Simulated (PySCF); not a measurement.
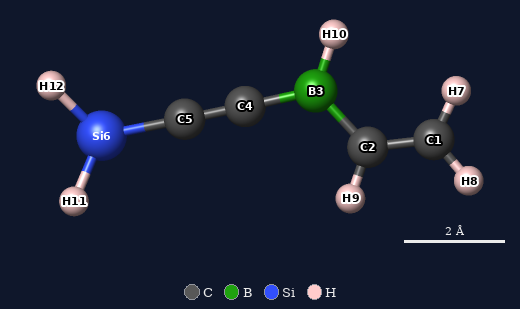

Fig. 1: The input geometry (ball-and-stick view, seen on its broad side; atoms are numbered from 1 in the order of the input). Bond lengths as drawn: B–C 1.46 to 1.55 Å, B–H 1.20 Å, C–C 1.24 to 1.34 Å, C–H 1.08 to 1.09 Å, C–Si 1.77 Å and H–Si 1.48 Å.

Excited-state calculation, with input and output: C₄H₆BSi (charge −1)

The run: excited-state calculation of C₄H₆BSi, charge −1. Method and program: TDDFT CAM-B3LYP/def2-SVPD, vertical, gas phase, core orbitals frozen in the response (PySCF 2.14.0).

The geometry comes from this level: GFN2-xTB.

### Input file
```
{"job": {"kind": "uv", "xc": "CAM-B3LYP", "basis": "def2-SVPD", "nstates": 8, "ntriplets": 3}, "charge": -1, "multiplicity": 1}
C     -3.012851    -0.620877    -0.173066
C     -1.697244    -0.428111    -0.360093
B     -0.689732     0.092025     0.694723
C      0.729454     0.226079     0.360210
C      1.912414     0.458499     0.052852
Si     3.661269     0.338755    -0.219086
H     -3.483177    -0.413143     0.778912
H     -3.682616    -0.993156    -0.943778
H     -1.323342    -0.668091    -1.358015
H     -1.081793     0.375301     1.788391
H      4.141863     0.419743    -1.611385
H      4.526954     1.212291     0.596697
```

The first line tells a small driver script what to run in PySCF; the rest is the geometry in Å.

Launch command:
```bash
OMP_NUM_THREADS=1 python <driver script> task.json out
```

### What the program printed
```
coarse grid: 10776 points
cycle   1  E = -469.8138418922  dE =  5.433e-01  |g| = 4.823e-01  |ddm| = 9.366e+00
cycle   2  E = -469.7719803964  dE =  4.186e-02  |g| = 6.174e-01  |ddm| = 5.875e+00
cycle   3  E = -469.9075622973  dE = -1.356e-01  |g| = 9.408e-02  |ddm| = 3.260e+00
cycle   4  E = -469.9091200357  dE = -1.558e-03  |g| = 6.647e-02  |ddm| = 6.557e-01
cycle   5  E = -469.9103701172  dE = -1.250e-03  |g| = 1.579e-02  |ddm| = 7.360e-01
cycle   6  E = -469.9104520467  dE = -8.193e-05  |g| = 3.727e-03  |ddm| = 1.793e-01
cycle   7  E = -469.9104614157  dE = -9.369e-06  |g| = 1.891e-03  |ddm| = 1.126e-01
final grid: 100200 points
cycle   8  E = -469.9879037221  dE = -2.163e-05  |g| = 3.461e-03  |ddm| = 1.764e-01
cycle   9  E = -469.9879033426  dE =  3.795e-07  |g| = 3.694e-03  |ddm| = 5.178e-02
cycle  10  E = -469.9879072582  dE = -3.916e-06  |g| = 5.844e-04  |ddm| = 2.056e-02
cycle  11  E = -469.9879073561  dE = -9.792e-08  |g| = 2.030e-04  |ddm| = 8.416e-03
cycle  12  E = -469.9879073698  dE = -1.370e-08  |g| = 8.319e-05  |ddm| = 2.534e-03
cycle  13  E = -469.9879073723  dE = -2.515e-09  |g| = 2.357e-05  |ddm| = 6.244e-04
cycle  14  E = -469.9879073726  dE = -3.143e-10  |g| = 1.097e-05  |ddm| = 2.835e-04
```

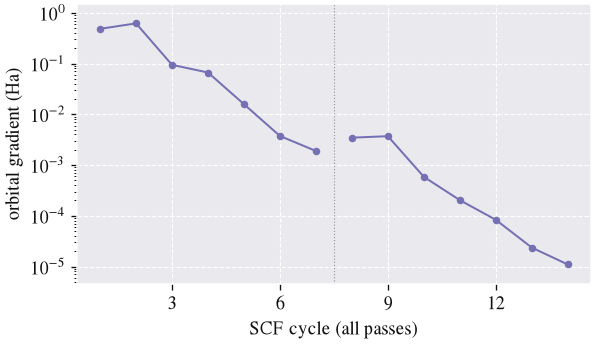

Fig. 2: Convergence of the self-consistent field: orbital gradient against the SCF cycle. The dotted line marks the change from a coarse to the final integration grid. The first 7 cycles use a coarse grid, the final grid takes over at cycle 8, and the field converges after 14 cycles in all.

```
converged SCF energy = -469.9879073726

Static polarisability (au): isotropic 170.790, principal 85.583 90.522 336.265

Singlet excitations
state   eV       nm        f      main configurations
  1   2.8132    440.7   0.72335   H->L 0.95
  2   3.4976    354.5   0.02694   H->L+1 0.36, H->L+2 0.29, H->L+6 0.27
  3   3.6217    342.3   0.03614   H->L+6 0.43, H->L+3 0.26, H->L+2 0.21
  4   4.0413    306.8   0.01393   H->L+1 0.33, H->L+3 0.16, H->L+6 0.14
  5   4.0665    304.9   0.00307   H-1->L 0.83
  6   4.3781    283.2   0.00662   H->L+7 0.31, H->L+4 0.25, H->L+1 0.19
  7   4.6467    266.8   0.00796   H->L+4 0.31, H->L+3 0.20, H->L+5 0.19
  8   4.7007    263.8   0.01466   H->L+5 0.64, H->L+3 0.23

Triplet excitations (Tamm-Dancoff, eV): 1.0121 3.2754 3.4217
```

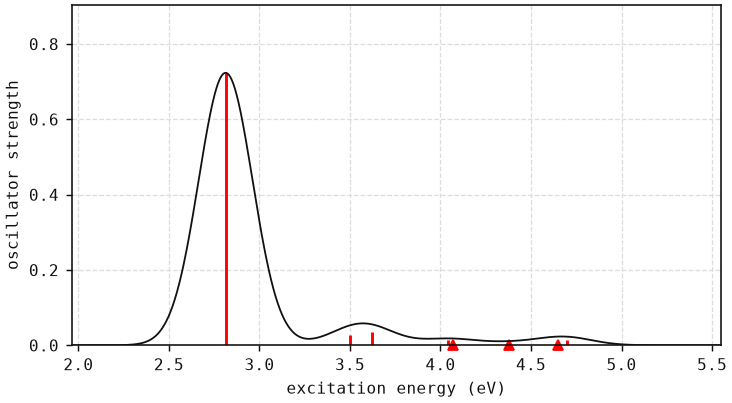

Fig. 3: Computed excitations as sticks (degenerate states added up, dark ones marked on the axis), with a Gaussian envelope of 0.35 eV full width at half maximum, scaled to the tallest. Of the 8 states the lowest lies at 2.81 eV (f = 0.723); the strongest line is at 2.81 eV, or 441 nm (f = 0.723).

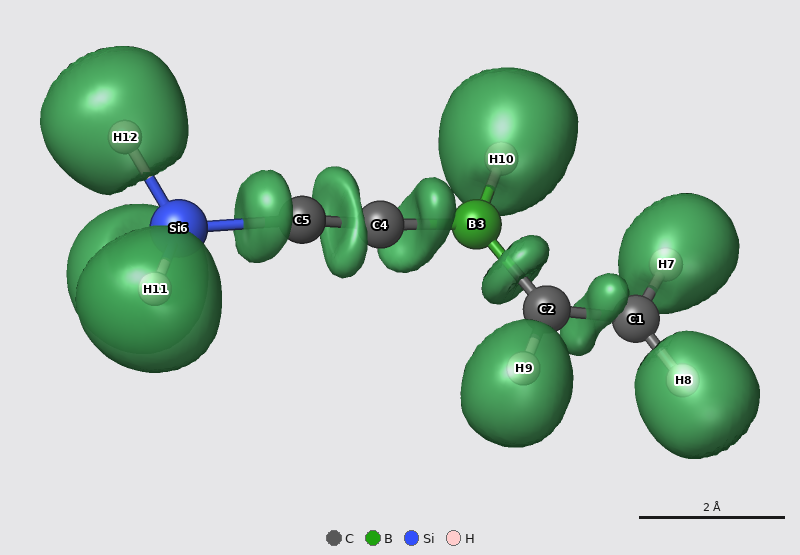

Fig. 4: Isosurface of the electron localisation function at 0.85 (green), seen at an oblique angle. Only the valence region is drawn (cores and ρ < 0.01 e/Å³ removed). Profiles from the grid: C–C (1.24 Å): the ELF peaks at about 0.90 between the atoms (a multiple bond by its length, whose ELF region spreads away from the axis).

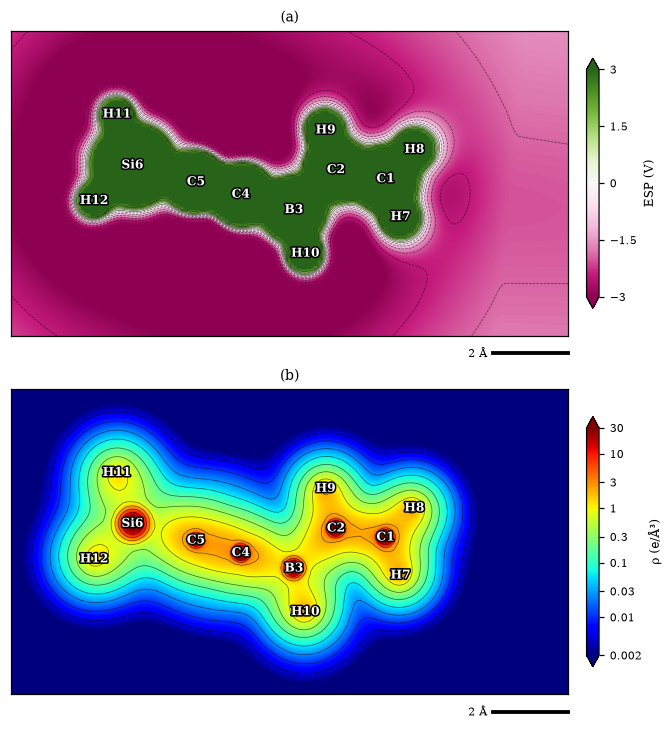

Fig. 5: (a) electrostatic potential; (b) total electron density on the plane of atoms C2, B3 and C4. Atoms in the plane: C, B, Si and H. C–C (1.24 Å): ρ at the midpoint is about 2.6 e/Å³. C–B (1.46 Å): ρ is about 1.6 e/Å³ halfway. C–Si (1.77 Å): ρ at the midpoint is about 1 e/Å³. C–H (1.08 Å): ρ at the midpoint is about 2 e/Å³. C–C (1.34 Å): ρ at the midpoint is about 2.3 e/Å³.

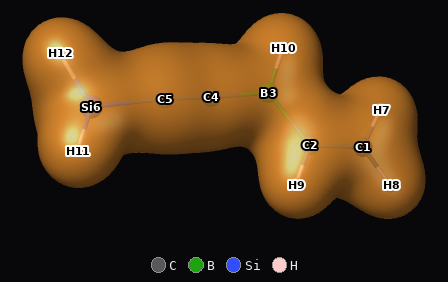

Fig. 6: Isosurface of the electron density at 0.1 e/Å³ (orange), seen at a tilt. At this value the surface is in one piece. On the grid the lowest density along these lines, outside the cores, is 2.6 e/Å³ (C–C, 1.24 Å), 1.4 e/Å³ (C–B, 1.46 Å), 0.85 e/Å³ (C–Si, 1.77 Å) and 1.9 e/Å³ (C–H, 1.08 Å).

### Key numbers

```csv
quantity,value
outcome,converged
total energy,−469.987907 hartree
HOMO,−1.29 eV
LUMO,3.13 eV
mean polarisability,170.79 a.u.
lowest singlet excitation,2.81 eV
hardware,"1 CPU thread, shared host"
wall time,44 s
peak memory,0.75 GiB
```
